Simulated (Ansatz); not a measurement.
The calculation's input:

```
crystal:
  periodic: [false, false, false]
  atoms:
    - {symbol: O, position_ang: [0.303596, 1.307775, -2.288595]}
    - {symbol: Si, position_ang: [0.272576, 0.712526, -0.770665]}
    - {symbol: B, position_ang: [1.549904, 0.151116, 0.494187]}
    - {symbol: Si, position_ang: [-0.089422, -0.564563, 1.430483]}
    - {symbol: C, position_ang: [-1.216270, -0.153037, -0.087133]}
    - {symbol: H, position_ang: [-0.453715, 1.144198, -2.856575]}
    - {symbol: H, position_ang: [1.386164, -0.678696, -0.515731]}
    - {symbol: H, position_ang: [2.698291, 0.340516, 0.728659]}
    - {symbol: H, position_ang: [-0.143852, -2.022065, 1.736150]}
    - {symbol: H, position_ang: [-0.575649, 0.182098, 2.623375]}
    - {symbol: H, position_ang: [-2.029208, 0.528894, 0.172694]}
    - {symbol: H, position_ang: [-1.625616, -1.003962, -0.632753]}
basis:
  gaussian: {orbitals: def2-TZVPP}
hamiltonian: {xc: pbe0, dispersion: d4}
output: {orbitals: {seedname: orbitals}}
```

Launched as:

```sh
ansatz run in.yaml --threads 4 --pin off --events-out ev --progress --plain --max-ram 10444MiB
```

Geometry: PBE0-D4/def2-TZVP.

Theory: Ansatz, RKS PBE0-D4/def2-TZVPP.

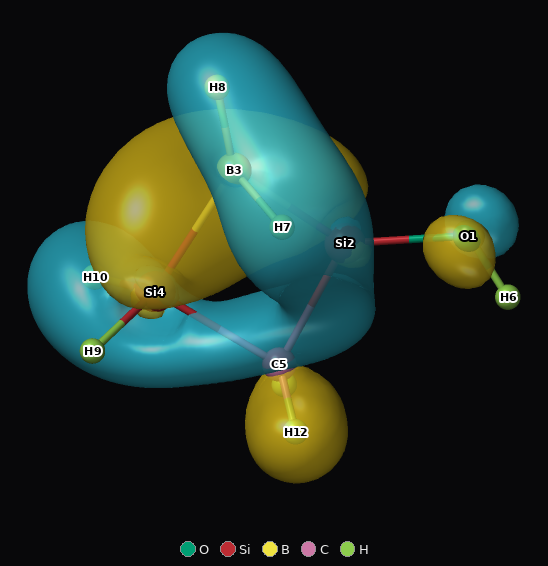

CH7BOSi2. The HOMO−1 at ±0.08 Å⁻³ᐟ² (yellow and cyan are the two phases), seen at a tilt.

What is the character of this orbital?

Answer. It lies mainly on B3 (about 30 %), Si4 (about 20 %), Si2 (about 15 %), C5 (about 10 %), H7 (about 10 %) and H10 (about 5 %). Its energy is −7.87 eV.
